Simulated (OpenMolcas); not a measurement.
# Si2H6O (disiloxane), step by step

Wanted: a single-point energy (HF/ANO-RCC-MB), then a single-point energy (CASSCF(2,2)/ANO-RCC-VDZP), then an energy scan (CASPT2(2,2)/ANO-RCC-VDZP), then the energy along one coordinate (SC-NEVPT2(2,2)/ANO-RCC-VDZP), then the energy along one coordinate (MC-PDFT[tPBE](2,2)/ANO-RCC-VDZP) of Si2H6O (disiloxane). 

The results are computed with OpenMolcas 26.06.

## Step 1: The system as given

The species is Si2H6O (9 atoms), meant as a singlet with charge 0. As SMILES, `[SiH3]O[SiH3]`. Geometry: relaxed at PBE0-D4/def2-TZVP.

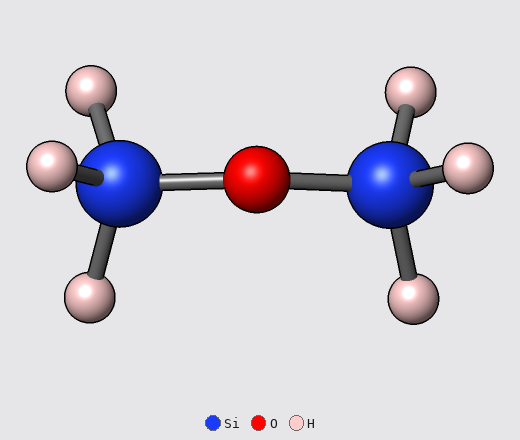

Viewed from a chosen angle; silicon blue, oxygen red, hydrogen pink.

## Step 2: The energy at HF/ANO-RCC-MB (DKH2) (run 1)

The input, mol.xyz:

```xyz
9

Si    -0.710290     1.052660    -0.919520
O      0.425550     0.090990    -0.245380
Si     0.775570    -1.038810     0.881750
H     -1.787270     0.226580    -1.525660
H     -0.060640     1.872420    -1.970220
H     -1.306170     1.942760     0.111330
H      2.224270    -1.343130     0.800010
H     -0.009310    -2.275600     0.628780
H      0.448290    -0.527870     2.238910
```

The input, step1.inp:

```
&GATEWAY
 Coord=mol.xyz
 Basis=ANO-RCC-MB
 Group=NoSym

&SEWARD

&SCF
 PrOrbitals=0

&LOCALISATION
 Occupied
 Freeze
 Pipek-Mezey

&LOCALISATION
 FileOrb=$Project.LocOrb
 Virtual
 Pipek-Mezey
```

The run is started by

```
$ export MOLCAS_MEM=1860
$ pymolcas step1.inp > step1.log
```

What it wrote:

```text
--- Start Module: gateway ---
[...]
--- Stop Module: gateway /rc=_RC_ALL_IS_WELL_ ---
[...]
      Basis functions           29
[...]
       Convergence after   9 Iterations
[...]
::    Total SCF energy                               -657.2749951281
[...]
      Total spin, S                                     0.0000000000
[...]
      Total electronic charge=   42.000000
      Total            charge=   -0.000000
[...]
      Dipole Moment (debye):
      Origin of the operator (angstrom)=    0.1043    0.0223   -0.0602
                   X= -5.4843E-01               Y= -1.1595E-01               Z=  3.1771E-01           Total=  6.4433E-01
      Quadrupole Moment (debye*angstrom):
[...]
--- Start Module: localisation ---
[...]
--- Stop Module: localisation /rc=_RC_ALL_IS_WELL_ ---
--- Start Module: localisation ---
[...]
--- Stop Module: localisation /rc=_RC_ALL_IS_WELL_ ---
[...]
```

Run time: 2.1 s. Hardware: 1 thread of Intel Xeon 6975P-C (Granite Rapids), shared host; peak memory 0.38 GiB.

## Step 3: A single-point energy at CASSCF(2,2)/ANO-RCC-VDZP (DKH2, RICD fitting) (run 2)

mol.xyz is that of step 2.

The input, step2.inp:

```
&GATEWAY
  Coord=mol.xyz
  Basis=ANO-RCC-MB
  Group=NoSym

&SEWARD

&RASSCF
  FileOrb=$CurrDir/step1.LocOrb
  Alter=2
  1 14 21
  1 22 28
  Spin=1
  Nactel=2 0 0
  Inactive=20
  Ras2=2
  OrbListing=Nothing
>>> COPY $Project.RunFile RUNFIL1
>>> COPY $Project.RasOrb INPORB

&GATEWAY
  Coord=mol.xyz
  Basis=ANO-RCC-VDZP
  Group=NoSym
  RICD

&SEWARD
>>> COPY $Project.RunFile RUNFIL2

&EXPBAS

&RASSCF
  FileOrb=$Project.ExpOrb
  Spin=1
  Nactel=2 0 0
  Inactive=20
  Ras2=2
  OrbListing=Nothing
  OrbAppear=Compact
```

The run is started by

```
$ export MOLCAS_MEM=1860
$ pymolcas step2.inp > step2.log
```

What it wrote:

```text
--- Start Module: gateway ---
[...]
--- Stop Module: gateway /rc=_RC_ALL_IS_WELL_ ---
[...]
      Basis functions           29
[...]
      Number of active orbitals                  2
[...]
      Spin quantum number                      0.0
[...]
      Active orbitals                            2
[...]
      Number of CSFs                             3
[...]
      Number of root(s) required                 1
[...]
      Convergence after  9 iterations
[...]
      printout of CI-coefficients larger than  0.05 for root  1
      energy=    -657.288600
      conf/sym  11     Coeff  Weight
             1  20   0.99404 0.98812
             3  02  -0.10900 0.01188
      Natural orbitals and occupation numbers for root  1
      sym 1:   1.976236   0.023764
      ************************************************************************************************************************
      *                                                    Final results                                                     *
[...]
::    RASSCF root number  1 Total energy:   -657.28860039
[...]
      Basis functions           80
[...]
--- Start Module: expbas ---
[...]
--- Stop Module: expbas /rc=_RC_ALL_IS_WELL_ ---
--- Start Module: rasscf ---
[...]
      Convergence after 13 iterations
[...]
      Natural orbitals and occupation numbers for root  1
      sym 1:   1.981974   0.018026
      ************************************************************************************************************************
      *                                                    Final results                                                     *
[...]
::    RASSCF root number  1 Total energy:   -657.61834059
[...]
      Total electronic charge=   42.000000
      Total            charge=   -0.000000
[...]
      Dipole Moment (debye):
      Origin of the operator (angstrom)=    0.1043    0.0223   -0.0602
                   X= -4.5589E-01               Y= -1.1817E-01               Z=  2.0315E-01           Total=  5.1290E-01
      Quadrupole Moment (debye*angstrom):
[...]
--- Stop Module: rasscf /rc=_RC_ALL_IS_WELL_ ---
[...]
```

It took 6.3 s on 1 thread of Intel Xeon 6975P-C (Granite Rapids), shared host; peak memory 0.38 GiB.

## Step 4: An energy scan at CASPT2(2,2)/ANO-RCC-VDZP (DKH2, RICD fitting, ipea shift 0.25 Eh, pt2 variant SS) (run 3)

The input, step3.input:

```
>>> COPY $CurrDir/step2.RasOrb $Project.RasOrb
>>> ForEach K in (1, 2, 3, 4, 5, 6, 7, 8, 9)
&GATEWAY
Coord = $CurrDir/point$K.xyz
Basis = ANO-RCC-VDZP
Group = NoSym
RICD
&SEWARD
&RASSCF
FileOrb = $Project.RasOrb
Spin = 1
Nactel = 2 0 0
Inactive = 20
Ras2 = 2
OrbListing = Nothing
OrbAppear = Compact
&CASPT2
Imaginary = 0.2
Frozen = 11
>>> EndDo
```

The run is started by

```
$ export MOLCAS_MEM=1860
$ pymolcas step3.input > step3.log
```

What it wrote:

```text
[...]
      Basis functions           80
[...]
      Number of active orbitals                  2
[...]
      Spin quantum number                      0.0
[...]
      Active orbitals                            2
[...]
      Number of CSFs                             3
[...]
      Number of root(s) required                 1
[...]
      Convergence after 11 iterations
[...]
      Natural orbitals and occupation numbers for root  1
      sym 1:   1.987785   0.012215
      ************************************************************************************************************************
      *                                                    Final results                                                     *
[...]
::    RASSCF root number  1 Total energy:   -657.60726413
[...]
::    CASPT2 Root  1     Total energy:   -657.99562660
[...]
      Convergence after 12 iterations
[...]
      Natural orbitals and occupation numbers for root  1
      sym 1:   1.981950   0.018050
      ************************************************************************************************************************
      *                                                    Final results                                                     *
[...]
      Convergence after 10 iterations
[...]
      Natural orbitals and occupation numbers for root  1
      sym 1:   1.814827   0.185173
      ************************************************************************************************************************
      *                                                    Final results                                                     *
[...]
      Convergence after  9 iterations
[...]
      Natural orbitals and occupation numbers for root  1
      sym 1:   1.629029   0.370971
      ************************************************************************************************************************
      *                                                    Final results                                                     *
[...]
      Convergence after  9 iterations
[...]
      Natural orbitals and occupation numbers for root  1
      sym 1:   1.351618   0.648382
      ************************************************************************************************************************
      *                                                    Final results                                                     *
[...]
::    RASSCF root number  1 Total energy:   -657.48329867
[...]
::    CASPT2 Root  1     Total energy:   -657.86319415
[...]
      Convergence after  9 iterations
[...]
::    RASSCF root number  1 Total energy:   -657.47867268
[...]
::    CASPT2 Root  1     Total energy:   -657.85776410
[...]
```

It took 38 s on 1 thread of Intel Xeon 6975P-C (Granite Rapids), shared host; peak memory 0.083 GiB.

The scan, from its lowest point:

```tsv
H4–Si1 (Å)	energy (kJ/mol)
1.338	26.3
1.487	0.0
1.635	14.0
1.858	69.2
2.155	158.4
2.527	255.0
2.973	330.3
3.568	374.0
4.460	388.3
```

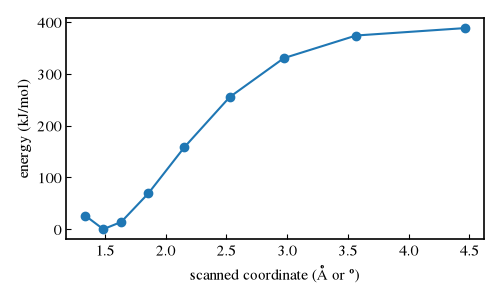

Energy along the scan.

## Step 5: An energy scan at SC-NEVPT2(2,2)/ANO-RCC-VDZP (DKH2, RICD fitting, pt2 variant SC-NEVPT2) (run 4)

The input, step4.inp:

```
>>> EXPORT MOLCAS_PRINT=2
>>> COPY $CurrDir/step2.RasOrb $Project.RasOrb
>>> ForEach K in (1, 2, 3, 4, 5, 6, 7, 8, 9)

&gateway
  coord=$CurrDir/point$K.xyz
  basis=ANO-RCC-VDZP
  group=NoSym
  ricd

&seward

&rasscf
  fileorb=$Project.RasOrb
  spin=1
  nactel=2 0 0
  inactive=20
  ras2=2
  orblisting=Nothing
  orbappear=Compact

&caspt2
  sc-nevpt2
  frozen=11
>>> EndDo
```

The run is started by

```
$ export MOLCAS_MEM=1860
$ pymolcas step4.inp > step4.log
```

What it wrote:

```text
[...]
      Basis functions           80
[...]
      Number of active orbitals                  2
[...]
      Spin quantum number                      0.0
[...]
      Active orbitals                            2
[...]
      Number of CSFs                             3
[...]
      Number of root(s) required                 1
[...]
      Convergence after 11 iterations
[...]
      printout of CI-coefficients larger than  0.05 for root  1
      energy=    -657.607264
      conf/sym  11     Coeff  Weight
             1  20   0.99694 0.99389
             3  02  -0.07815 0.00611
      Natural orbitals and occupation numbers for root  1
      sym 1:   1.987785   0.012215
      ************************************************************************************************************************
      *                                                    Final results                                                     *
[...]
::    RASSCF root number  1 Total energy:   -657.60726413
[...]
      E2 (Variational):          -0.3834258455
[...]
::    SC-NEVPT2 Root  1     Total energy:   -657.99067617
[...]
      Convergence after 12 iterations
[...]
      Natural orbitals and occupation numbers for root  1
      sym 1:   1.981950   0.018050
      ************************************************************************************************************************
      *                                                    Final results                                                     *
[...]
      Convergence after 10 iterations
[...]
      Natural orbitals and occupation numbers for root  1
      sym 1:   1.814827   0.185173
      ************************************************************************************************************************
      *                                                    Final results                                                     *
[...]
      Convergence after  9 iterations
[...]
      Natural orbitals and occupation numbers for root  1
      sym 1:   1.629029   0.370971
      ************************************************************************************************************************
      *                                                    Final results                                                     *
[...]
      Convergence after  9 iterations
[...]
::    RASSCF root number  1 Total energy:   -657.48329867
[...]
::    SC-NEVPT2 Root  1     Total energy:   -657.86164302
[...]
      Convergence after  9 iterations
[...]
::    RASSCF root number  1 Total energy:   -657.47867268
[...]
      E2 (Variational):          -0.3778559291
[...]
      Reference weight:           0.88207
[...]
::    SC-NEVPT2 Root  1     Total energy:   -657.85652861
[...]
```

Wall time 35 s (1 thread of Intel Xeon 6975P-C (Granite Rapids), shared host); peak memory 0.083 GiB.

The scan, from its lowest point:

```tsv
H4–Si1 (Å)	energy (kJ/mol)
1.338	27.8
1.487	0.0
1.635	12.8
1.858	66.7
2.155	154.7
2.527	250.1
2.973	324.3
3.568	366.5
4.460	380.0
```

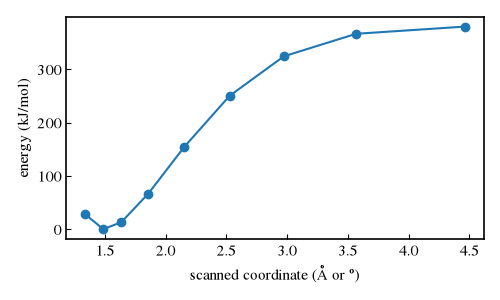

Energy along the scan.

## Step 6: An energy scan at MC-PDFT[tPBE](2,2)/ANO-RCC-VDZP (DKH2, RICD fitting) (run 5)

The input, step5.input:

```
>>> COPY $CurrDir/step2.RasOrb $Project.RasOrb
>>> ForEach K in (1, 2, 3, 4, 5, 6, 7, 8, 9)

&gateway
  coord
  $CurrDir/point$K.xyz
  basis
  ANO-RCC-VDZP
  group
  NoSym
  ricd

&seward

&rasscf
  fileorb
  $Project.RasOrb
  spin
  1
  nactel
  2 0 0
  inactive
  20
  ras2
  2
  orblisting
  Nothing
  orbappear
  Compact

&mcpdft
  ksdft
  T:PBE
>>> EndDo
```

The run is started by

```
$ export MOLCAS_MEM=1860
$ pymolcas step5.input > step5.log
```

What it wrote:

```text
--- Start Module: gateway ---
[...]
      Basis functions           80
[...]
      Number of active orbitals                  2
[...]
      Spin quantum number                      0.0
[...]
      Active orbitals                            2
[...]
      Number of CSFs                             3
[...]
      Number of root(s) required                 1
[...]
      Convergence after 11 iterations
[...]
      printout of CI-coefficients larger than  0.05 for root  1
      energy=    -657.607264
      conf/sym  11     Coeff  Weight
             1  20   0.99694 0.99389
             3  02  -0.07815 0.00611
      Natural orbitals and occupation numbers for root  1
      sym 1:   1.987785   0.012215
      ************************************************************************************************************************
      *                                                    Final results                                                     *
[...]
::    RASSCF root number  1 Total energy:   -657.60726413
[...]
::    MCPDFT root number  1 Total energy:   -658.75406852
[...]
      Convergence after 12 iterations
[...]
      Natural orbitals and occupation numbers for root  1
      sym 1:   1.981950   0.018050
      ************************************************************************************************************************
      *                                                    Final results                                                     *
[...]
      Convergence after 10 iterations
[...]
      Natural orbitals and occupation numbers for root  1
      sym 1:   1.814827   0.185173
      ************************************************************************************************************************
      *                                                    Final results                                                     *
[...]
      Convergence after  9 iterations
[...]
      Natural orbitals and occupation numbers for root  1
      sym 1:   1.629029   0.370971
      ************************************************************************************************************************
      *                                                    Final results                                                     *
[...]
      Convergence after  9 iterations
[...]
::    RASSCF root number  1 Total energy:   -657.48329867
[...]
::    MCPDFT root number  1 Total energy:   -658.61822708
[...]
      Convergence after  9 iterations
[...]
::    RASSCF root number  1 Total energy:   -657.47867268
[...]
      Total electronic charge=   42.000000
      Total            charge=   -0.000000
[...]
::    MCPDFT root number  1 Total energy:   -658.61321177
[...]
```

It took 41 s on 1 thread of Intel Xeon 6975P-C (Granite Rapids), shared host; peak memory 0.083 GiB.

The scan, from its lowest point:

```tsv
H4–Si1 (Å)	energy (kJ/mol)
1.338	28.1
1.487	0.0
1.635	12.0
1.858	64.7
2.155	152.9
2.527	252.5
2.973	335.1
3.568	384.8
4.460	397.9
```

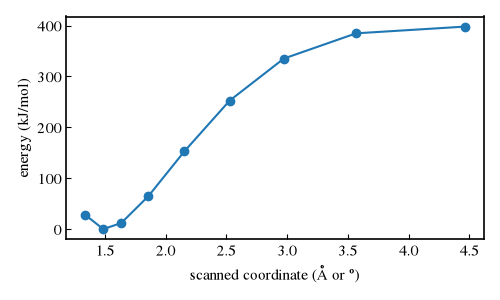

Energy along the scan.

## Step 7: What came out

| quantity | value |
| --- | --- |
| run 1, HF/ANO-RCC-MB: total energy | -657.27500 Eh |
| run 1, HF/ANO-RCC-MB: dipole moment | 0.64 D |
| run 1, HF/ANO-RCC-MB: HOMO energy | -12.21 eV |
| run 1, HF/ANO-RCC-MB: LUMO energy | 5.74 eV |
| run 1, HF/ANO-RCC-MB: HOMO–LUMO gap | 17.94 eV |
| run 2, CASSCF(2,2)/ANO-RCC-VDZP: total energy | -657.61834 Eh |
| run 2, CASSCF(2,2)/ANO-RCC-VDZP: dipole moment (CASSCF density) | 0.51 D |
| run 3, CASPT2(2,2)/ANO-RCC-VDZP: lowest energy of the scan | -658.00565 Eh |
| run 4, SC-NEVPT2(2,2)/ANO-RCC-VDZP: lowest energy of the scan | -658.00125 Eh |
| run 5, MC-PDFT[tPBE](2,2)/ANO-RCC-VDZP: lowest energy of the scan | -658.76477 Eh |

**Reading.** Mulliken charges (run 1, HF/ANO-RCC-MB) run from -0.92 on O2 to +0.71 on Si1.
